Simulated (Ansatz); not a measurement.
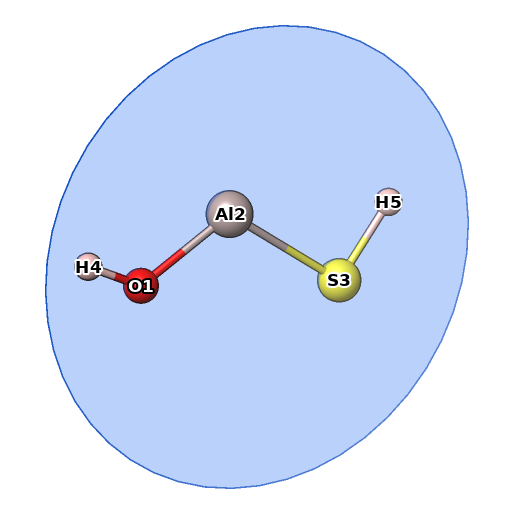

A disc through the centre of mass is drawn in. Depth is shown by fading: the farther an atom, the more it takes the colour of the background. Charge 0, doublet. The geometry was computed by an optimisation with PBE-D4/def2-SVP. No frequency run is at hand to confirm it as a minimum.

Q: Is the plane of the disc a mirror plane of the structure?

A: Yes. The reflection leaves O1, Al2, S3, H4, H5 in place. The point group is Cs.
